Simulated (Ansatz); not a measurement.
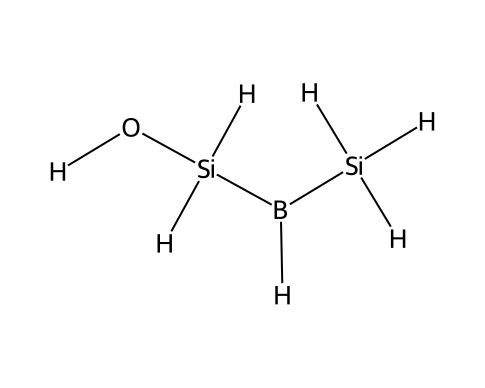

Skeletal drawing of a molecule.

Question: Transcribe the drawing into SMILES.

Answer: O[SiH2]B[SiH3]

Question: Give the formula, hydrogens included.

Answer: BH7OSi2.

Question: An optimisation with PBE0-D4/def2-TZVP gave a structure of which point group?

Answer: C1. Other conformers may differ.

The parts below concern this one geometry. Atoms keep their numbers from picture to picture. Computed geometry: PBE0-D4/def2-TZVP optimisation.

Shape

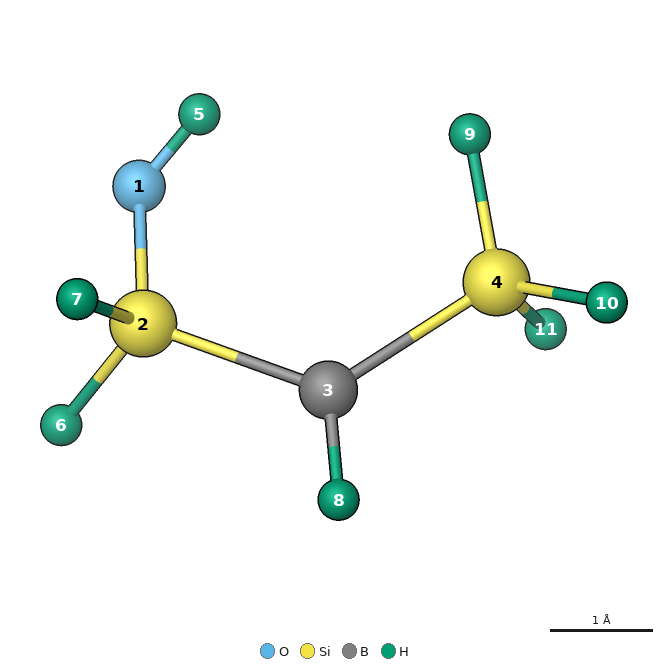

Atoms carry their numbers in the input.

List the bonds and their lengths.

```
   bond  length (Å)   order
 O1–Si2       1.654  single
  O1–H5       0.958  single
 Si2–B3       2.001  single
 Si2–H6       1.486  single
 Si2–H7       1.500  single
 B3–Si4       2.005  single
  B3–H8       1.198  single
 Si4–H9       1.492  single
Si4–H10       1.488  single
Si4–H11       1.495  single
```

Vibrations

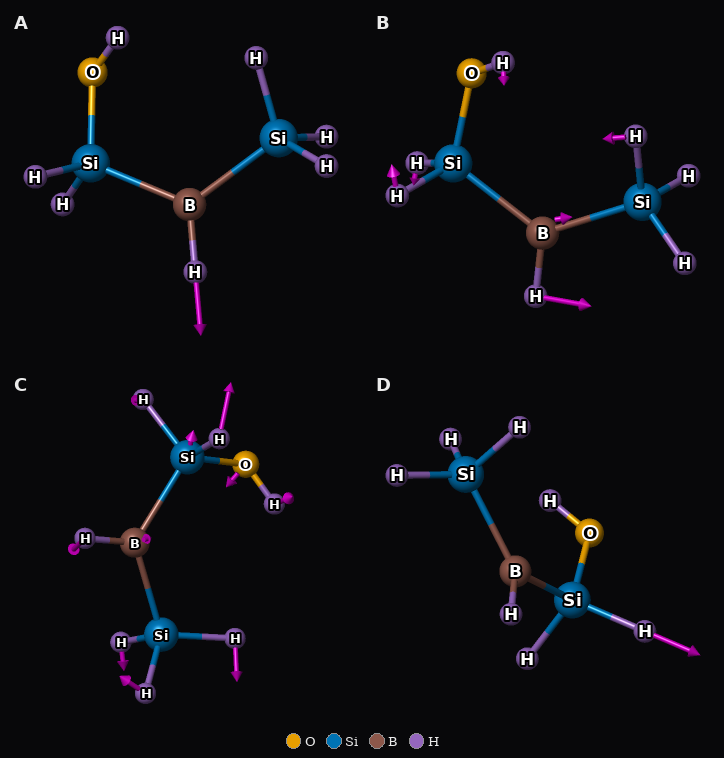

4 normal modes of one molecule or complex, as arrows. Harmonic vibrations computed with RKS PBE0-D4/def2-TZVP (Ansatz 0.2.0) at a stationary point of the same level.

Question: Match the panels to the wavenumbers 258 cm⁻¹, 705 cm⁻¹, 2227 cm⁻¹, 2616 cm⁻¹.

Answer: A: 2616 cm⁻¹, B–H stretching
B: 705 cm⁻¹
C: 258 cm⁻¹, angle bending
D: 2227 cm⁻¹, Si–H stretching

Charges

The questions are on Mulliken charges. Level of theory: RKS r2SCAN-D4/def2-TZVPP (Ansatz 0.2.0).

Question: Which atom carries the highest charge (most positive or least negative)?

Answer: Si2 (0.44 e).

Question: And the lowest?

Answer: O1 (−0.42 e).

List the Mulliken charges.

| atom | value (e) |
| --- | --- |
| O1 | −0.42 |
| Si2 | 0.44 |
| B3 | −0.01 |
| Si4 | 0.18 |
| H5 | 0.20 |
| H6 | −0.08 |
| H7 | −0.11 |
| H8 | 0.03 |
| H9 | −0.09 |
| H10 | −0.07 |
| H11 | −0.06 |

Electronic properties

Properties computed with RKS r2SCAN0-D4/def2-TZVPP (Ansatz 0.2.0).

Question: Estimate the LUMO energy (Kohn–Sham orbital).

Answer: −2.76 eV.

Question: Give the dispersion correction at this level.

Answer: −6.3 kJ/mol.

Question: Give the HOMO energy (Kohn–Sham orbital) at this level.

Answer: −7.92 eV.

Mulliken values depend strongly on the basis set and can even reverse the polarity of a bond.
